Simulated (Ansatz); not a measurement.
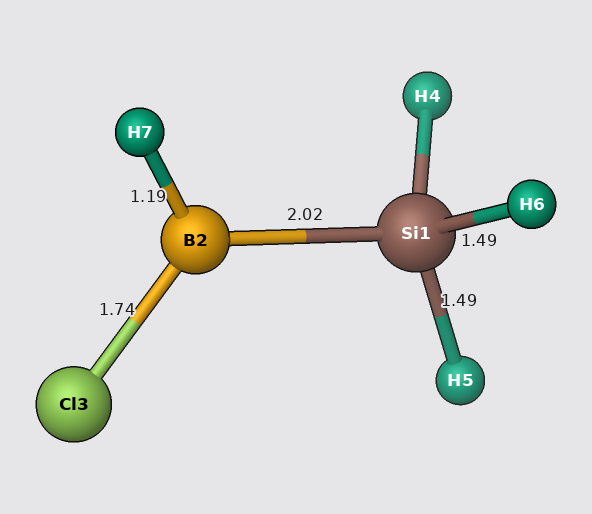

Bond lengths are marked in Å; every bond is drawn as one stick. The computed structure is the end point of a PBE0-D4/def2-TZVP optimisation. No frequency run is at hand to confirm it as a minimum.

### Assign a bond order to each marked bond.

Si1–B2 single; Si1–H5 single; Si1–H6 single; B2–Cl3 single; B2–H7 single.

### Write the SMILES.

[SiH3]BCl
